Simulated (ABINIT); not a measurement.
# WS2 (Tungstenite): G0W0 with ABINIT, start to end, part 3 of 3

Aim: the G0W0 gap of WS2 (Tungstenite) on PBEsol, step by step.

ABINIT 10.8.3; PBEsol and many-body steps on it, plane waves. Known limits of the many-body steps: not at the basis limit; no spin-orbit coupling; coarse k mesh.

So far. Step 3 (Bands along the symmetry lines): The gap is 0.935 eV, as in the run before at this level. Step 4 (Empty states on the mesh, 3×3×1 mesh, 429 bands): On this mesh the gap is 1.282 eV. The earlier step found 0.935 eV, so this mesh misses an edge.

## 5. Screening, 3×3×1 mesh, 391 bands, screening to 179.6 eV

The RPA dielectric matrix is built and inverted for each q.

This step: RPA screening on PBEsol, plane waves, norm-conserving pseudopotentials.

Contents of run.abi:

```
acell 3*1.0 Angstrom
rprim 
  3.153199999992 0.000000000002 0.000000000000
  -1.576599999998 2.730751303206 0.000000000000
  0.000000000000 0.000000000000 12.323000000000
ntypat 2
znucl 74 16
natom 6
typat 1 1 2 2 2 2
xred 
  0.333333333333 0.666666666667 0.250000000000
  0.666666666667 0.333333333333 0.750000000000
  0.333333333333 0.666666666667 0.622500000000
  0.666666666667 0.333333333333 0.122500000000
  0.333333333333 0.666666666667 0.877500000000
  0.666666666667 0.333333333333 0.377500000000
pp_dirpath "pseudos"
pseudos "W.upf, S.upf"
ecut 31
ngkpt 3 3 1
nshiftk 1
shiftk 0 0 0
kptopt 1
chksymbreak 0
istwfk *1
occopt 1
irdwfk 1
optdriver 3
nband 391
ecuteps 6.6
inclvkb 2
awtr 1
symchi 1
indata_prefix "in"
outdata_prefix "out"
tmpdata_prefix "tmp"
```

Command:

```
$ OMP_NUM_THREADS=1 mpirun -n 4 abinit run.abi > log
```

Numbers of over 12 decimals in the logs are rounded to 6 here.

The log of the run:

```text
.Version 10.8.3 of ABINIT. v10.8.2 released Aug 2026.

 Symmetries : space group P6_3/m m c (#194); Bravais hP (primitive hexag.)
[... echo of the input left out ...]
== DATASET  1 ==================================================================
-   mpi_nproc: 4, omp_nthreads: 1 (-1 if OMP is not activated)

--- !DatasetInfo
iteration_state: {dtset: 1, }
dimensions: {natom: 6, nkpt: 3, mband: 391, nsppol: 1, nspinor: 1, nspden: 1, mpw: 5917, }
cutoff_energies: {ecut:  31.0, pawecutdg:  -1.0, }
electrons: {nelect:   5.20000000E+01, charge:   0.00000000E+00, occopt:   1.00000000E+00, tsmear:   1.00000000E-02, }

 SCREENING: Calculation of the susceptibility and dielectric matrices

 Based on a program developped by R.W. Godby, V. Olevano, G. Onida, and L. Reining.
 Incorporated in ABINIT by V. Olevano, G.-M. Rignanese, and M. Torrent.
.Using double precision arithmetic ; gwpc =  8

[... cell and pseudopotentials left out ...]
--------------------------------------------------------------------------------

 ==== K-mesh for the wavefunctions ====
 Number of points in the irreducible wedge :     3
[... list of points left out ...]
 Together with 24 symmetry operations and time-reversal symmetry
 yields     9 points in the full Brillouin Zone.

 ==== Q-mesh for the screening function ====
 Number of points in the irreducible wedge :     3
[... list of points left out ...]
 Together with 24 symmetry operations and time-reversal symmetry
 yields     9 points in the full Brillouin Zone.

 setmesh: FFT mesh size selected  =    20x   20x   90
          total number of points  =        36000

 vcoul_init : cutoff-mode = AUXILIARY_FUNCTION
 q-points for optical limit:   1
     1)      0.000010    0.000020    0.000030

- screening: taking advantage of time-reversal symmetry
- Maximum band index for partially occupied states nbvw = 26
- Remaining bands to be divided among processors   nbcw = 365
- Number of bands treated by each node ~91

 Number of electrons calculated from density =   52.0000; Expected =   52.0000
 average of density, n =  0.072620
 r_s =    1.4869
 omega_plasma =   25.9946 [eV]

 calculating chi0 at frequencies [eV] :
  1    0.000000E+00    0.000000E+00
  2    0.000000E+00    2.599465E+01

--------------------------------------------------------------------------------
  q-point number  1        q = ( 0.000000, 0.000000, 0.000000) [r.l.u.]
--------------------------------------------------------------------------------
[... chi0 elements left out ...]
 For q-point:  0.000010 0.000020 0.000030
  dielectric constant =  17.6238
  dielectric constant without local fields =  19.7548

  Average fulfillment of the sum rule on Im[epsilon] for q-point    1 :     93.71  [%]
[... wings left out ...]
  q-point number  2        q = ( 0.333333, 0.000000, 0.000000) [r.l.u.]
--------------------------------------------------------------------------------
[... chi0 elements left out ...]
  Average fulfillment of the sum rule on Im[epsilon] for q-point    2 :     92.40  [%]

 [... 1 further q-points ...]
```

It took 1.9 min on 4 MPI ranks of Arm Neoverse V1, shared host; peak memory 1.5 GiB.

Numbers from this step:

```yaml
eps_infinity_with_local_fields_on_this_mesh_along_the_program_s_q_direction: 17.62
the_same_without_local_fields: 19.75
plasma_frequency: 25.99 eV
plane_waves_in_the_screening_matrix: 573
```

Local fields lower ε∞ by 11 %. On a Γ-centred mesh this coarse the value itself is usually too large, while a short band sum pulls it down.

## 6. Self-energy, 3×3×1 mesh, 391 bands, screening to 179.6 eV

The self-energy is evaluated for the states that the input lists, and the levels follow from it, in one-shot runs by the linearised quasiparticle equation.

This step: G0W0 on PBEsol, plane waves, norm-conserving pseudopotentials.

Changes to run.abi since step 5:

```diff
@@ -27,8 +27,19 @@
 irdwfk 1
-optdriver 3
+optdriver 4
 nband 391
+gwcalctyp 0
+ecutsigx 31
+symsigma 1
+nkptgw 3
+kptgw 
+  0.0000000000 0.0000000000 0.0000000000
+  0.3333333333 0.0000000000 0.0000000000
+  0.3333333333 0.3333333333 0.0000000000
+bdgw 
+  13 30
+  13 30
+  13 30
 ecuteps 6.6
-inclvkb 2
-awtr 1
-symchi 1
+irdscr 1
+ppmodel 1
 indata_prefix "in"
```

The log of the run:

```text
.Version 10.8.3 of ABINIT. v10.8.2 released Aug 2026.

 Symmetries : space group P6_3/m m c (#194); Bravais hP (primitive hexag.)
[... echo of the input left out ...]
== DATASET  1 ==================================================================
-   mpi_nproc: 4, omp_nthreads: 1 (-1 if OMP is not activated)

--- !DatasetInfo
iteration_state: {dtset: 1, }
dimensions: {natom: 6, nkpt: 3, mband: 391, nsppol: 1, nspinor: 1, nspden: 1, mpw: 5917, }
cutoff_energies: {ecut:  31.0, pawecutdg:  -1.0, }
electrons: {nelect:   5.20000000E+01, charge:   0.00000000E+00, occopt:   1.00000000E+00, tsmear:   1.00000000E-02, }

 SIGMA: Calculation of the GW corrections

 Based on a program developped by R.W. Godby, V. Olevano, G. Onida, and L. Reining.
 Incorporated in ABINIT by V. Olevano, G.-M. Rignanese, and M. Torrent.
.Using double precision arithmetic ; gwpc =  8

[... cell and pseudopotentials left out ...]
--------------------------------------------------------------------------------

 ==== K-mesh for the wavefunctions ====
 Number of points in the irreducible wedge :     3
[... list of points left out ...]
 Together with 24 symmetry operations and time-reversal symmetry
 yields     9 points in the full Brillouin Zone.

 ==== Q-mesh for screening function ====
 Number of points in the irreducible wedge :     3
[... list of points left out ...]
 Together with 24 symmetry operations and time-reversal symmetry
 yields     9 points in the full Brillouin Zone.

 vcoul_init : cutoff-mode = AUXILIARY_FUNCTION
 q-points for optical limit:   1
     1)      0.000010    0.000020    0.000030
 setmesh: FFT mesh size selected  =    25x   25x  120
          total number of points  =        75000

 Number of electrons calculated from density =   52.0000; Expected =   52.0000
 average of density, n =  0.072620
 r_s =    1.4869
 omega_plasma =   25.9946 [eV]

 === KS Band Gaps ===
  >>>> For spin  1
   Minimum direct gap =   1.8224 [eV], located at k-point      :   0.3333  0.3333  0.0000
   Fundamental gap    =   1.2821 [eV], Top of valence bands at :   0.0000  0.0000  0.0000
                                       Bottom of conduction at :   0.3333  0.3333  0.0000
 SIGMA fundamental parameters:
 PLASMON POLE MODEL  1
 number of plane-waves for SigmaX                 5885
 number of plane-waves for SigmaC and W            573
 number of plane-waves for wavefunctions          5885
 number of bands                                   391
 number of independent spin polarizations            1
 number of spinorial components                      1
 number of k-points in IBZ                           3
 number of q-points in IBZ                           3
 number of symmetry operations                      24
 number of k-points in BZ                            9
 number of q-points in BZ                            9
 number of frequencies for dSigma/dE                 9
 frequency step for dSigma/dE [eV]                0.25
 number of omega for Sigma on real axis              0
 max omega for Sigma on real axis  [eV]           0.00
 zcut for avoiding poles [eV]                     0.10

 EPSILON^-1 parameters (SCR file):
 dimension of the eps^-1 matrix on file            573
 dimension of the eps^-1 matrix used               573
 number of plane-waves for wavefunctions          5885
 number of bands                                   391
 number of q-points in IBZ                           3
 number of frequencies                               2
 number of real frequencies                          1
 number of imag frequencies                          1

 matrix elements of self-energy operator (all in [eV])

 Perturbative Calculation

--- !SelfEnergy_ee
iteration_state: {dtset: 1, }
kpoint     : [   0.000,    0.000,    0.000, ]
spin       : 1
KS_gap     :    2.304
QP_gap     :    2.792
Delta_QP_KS:    0.488
data: !SigmaeeData |
     Band     E0 <VxcDFT>   SigX SigC(E0)      Z dSigC/dE  Sig(E)    E-E0       E
       13   1.783 -12.396 -17.503   4.218   0.795  -0.258 -13.102  -0.707   1.076
       14   2.858 -13.292 -17.738   3.732   0.759  -0.317 -13.834  -0.542   2.315
       15   5.583 -12.133 -15.978   2.794   0.774  -0.293 -12.946  -0.813   4.771
       16   5.984 -15.099 -17.970   2.423   0.769  -0.300 -15.444  -0.345   5.639
       17   5.984 -15.099 -17.970   2.423   0.769  -0.300 -15.444  -0.345   5.639
       18   5.998 -15.117 -17.964   2.407   0.769  -0.300 -15.455  -0.338   5.659
       19   5.998 -15.117 -17.964   2.407   0.769  -0.300 -15.455  -0.338   5.659
       20   7.229 -15.401 -17.739   1.814   0.779  -0.284 -15.809  -0.408   6.821
       21   7.229 -15.401 -17.739   1.814   0.779  -0.284 -15.809  -0.408   6.821
       22   7.282 -15.482 -17.773   1.785   0.779  -0.284 -15.877  -0.395   6.887
[...]
--- !SelfEnergy_ee
iteration_state: {dtset: 1, }
kpoint     : [   0.333,    0.000,    0.000, ]
spin       : 1
KS_gap     :    3.392
QP_gap     :    3.956
Delta_QP_KS:    0.564
data: !SigmaeeData |
     Band     E0 <VxcDFT>   SigX SigC(E0)      Z dSigC/dE  Sig(E)    E-E0       E
[...]
--- !SelfEnergy_ee
iteration_state: {dtset: 1, }
kpoint     : [   0.333,    0.333,    0.000, ]
spin       : 1
KS_gap     :    1.822
QP_gap     :    2.508
Delta_QP_KS:    0.686
data: !SigmaeeData |
     Band     E0 <VxcDFT>   SigX SigC(E0)      Z dSigC/dE  Sig(E)    E-E0       E
[...]
26   8.925 -15.438 -16.630   0.932   0.782  -0.279 -15.641  -0.203   8.721
       27  10.747 -16.355 -11.215  -4.523   0.782  -0.279 -15.872   0.483  11.230
       28  10.747 -16.355 -11.215  -4.523   0.782  -0.279 -15.872   0.483  11.230
       29  11.442 -13.480  -8.675  -4.422   0.797  -0.255 -13.175   0.305  11.747
       30  12.718 -15.218  -9.778  -4.897   0.783  -0.277 -14.793   0.425  13.143

 New Fermi energy :        3.763338E-01 Ha ,    1.024056E+01 eV

 === QP Band Gaps ===
  >>>> For spin  1
   Minimum direct gap =   2.5083 [eV], located at k-point      :   0.3333  0.3333  0.0000
   Fundamental gap    =   1.9784 [eV], Top of valence bands at :   0.0000  0.0000  0.0000
                                       Bottom of conduction at :   0.3333  0.3333  0.0000

== END DATASET(S) ==============================================================
================================================================================

 -outvars: echo values of variables after computation  --------
           etotal      0.0000000000E+00
            nband         391
             nkpt           3
          spgroup         194
 [... the other variables as echoed above ...]

 Calculation completed.
```

Run time: 6.2 min. Hardware: 4 MPI ranks; peak memory 1.5 GiB.

This step gave:

```yaml
g0w0_gap_on_the_points_computed: 1.979 eV
starting_gap_on_the_mesh: 1.282 eV
k_of_the_valence_top: 0, 0, 0
k_of_the_conduction_bottom: 0.3333, 0.3333, 0
z_at_the_valence_top: 0.78
z_at_the_conduction_bottom: 0.782
least_direct_g0w0_gap_on_the_computed_points: 2.509 eV
```

The gap on the mesh goes from 1.28 eV to 1.98 eV, a correction of +0.70 eV. The start differs from the 0.93 eV found before because the two sample other k points.

Limits: finite bands, cutoff and mesh; no spin-orbit coupling; coarse k mesh. v1 is the top filled band, c1 the lowest empty one. The levels before and after the correction (eV, zero at the valence-band top of each column):

|  | conduction bottom | valence top |
| --- | --- | --- |
| Kohn-Sham | 1.28 | 0.00 |
| G0W0 | 1.98 | 0.00 |

|  | level | energy (eV) |
| --- | --- | --- |
| Kohn-Sham | Γ v3 | -1.489 |
| Kohn-Sham | Γ v2 | -1.259 |
| Kohn-Sham | Γ v1 | 0.000 |
| Kohn-Sham | Γ c1-c2 | 2.304 |
| Kohn-Sham | Γ c3 | 2.314 |
| Kohn-Sham | (0.333 0.333 0) v3 | -2.917 |
| Kohn-Sham | (0.333 0.333 0) v2 | -0.758 |
| Kohn-Sham | (0.333 0.333 0) v1 | -0.540 |
| Kohn-Sham | (0.333 0.333 0) c1-c2 | 1.282 |
| Kohn-Sham | (0.333 0.333 0) c3 | 1.977 |
| G0W0 | Γ v3 | -2.015 |
| G0W0 | Γ v2 | -1.265 |
| G0W0 | Γ v1 | 0.000 |
| G0W0 | Γ c1-c2 | 2.792 |
| G0W0 | Γ c3 | 2.789 |
| G0W0 | (0.333 0.333 0) v3 | -3.363 |
| G0W0 | (0.333 0.333 0) v2 | -0.759 |
| G0W0 | (0.333 0.333 0) v1 | -0.530 |
| G0W0 | (0.333 0.333 0) c1-c2 | 1.979 |
| G0W0 | (0.333 0.333 0) c3 | 2.496 |

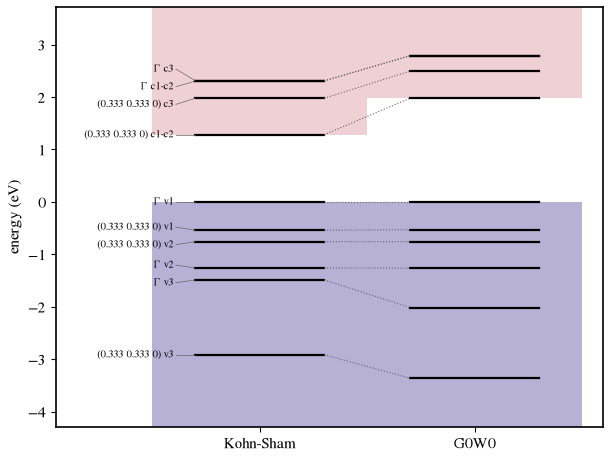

Levels before and after the correction. Shaded: valence and conduction bands.

## 7. Where the time went

Times are wall times on the hardware named with each run. The host was busy with other work, so they are no guide to cost.

| step | time | share | memory (GiB) |
| --- | --- | --- | --- |
| ground state | 47 s | 5 % | 0.37 |
| bands along the symmetry lines | 89 s | 10 % | 0.53 |
| empty states on the mesh | 4.4 min | 30 % | 0.38 |
| screening | 1.9 min | 13 % | 1.5 |
| self-energy | 6.2 min | 42 % | 1.5 |

## 8. Summary of results

```
PBEsol gap                           : 0.93 eV, indirect
G0W0 gap on the mesh                 : 1.98 eV
G0W0 gap over the zone (rigid shift) : 1.63 eV
GW settings                          : 3×3×1 mesh, 391 bands, screening to 179.6 eV, Godby-Needs plasmon pole
known limits                         : not at the basis limit; no spin-orbit coupling; coarse k mesh
```

**Reading.** G0W0 moves the gap on the mesh from 1.28 eV to 1.98 eV (+0.70 eV), with Z of 0.78 and 0.78 at the edges. The mesh misses the band edges by 0.35 eV in all; a rigid shift gives 1.63 eV for the zone. Local fields lower the RPA ε∞ on this mesh from 19.75 to 17.62; a Γ-centred mesh this coarse tends to raise both, most where the direct gap is narrow, while a short band sum lowers them. Bands and cutoff are finite, so the gap is not at the basis limit. The miss can reach some tenths of an eV and take either sign; the mesh is an error of its own. A denser mesh or path gives a starting gap of 0.93 eV: the GW mesh misses a band edge, so its gaps are not the fundamental one. The 3×3×1 mesh is coarse for this cell, which bears on the long-range parts of exchange and screening. The many-body steps are scalar-relativistic: spin-orbit coupling is not in them.

[Paths, hosts, dates, memory and timing lines, banners, echoed tables and standing remarks are left out of the program output.]

[Logs are printed without paths, hosts, clocks, repeated set-up lines and the standing remarks that a program may print on its own settings, such as how far it seeks lower states.]

[Runs of the session that timed out or met a known fault of the program may be left out.]

[Hosts, paths, dates, database ids (printed as entryN), source tags and the programs' standing remarks are cut or masked in the printed files.]

[G0W0 gaps are taken among the corrected bands and points alone; a level outside them can change the order at an edge.]

[Where Ansatz stands beside ABINIT at settings called matched, ABINIT's density can come from a denser mesh and the files from another edition; pairs whose starting gaps differed by over 0.03 eV were left out, so agreement reads better than it is.]
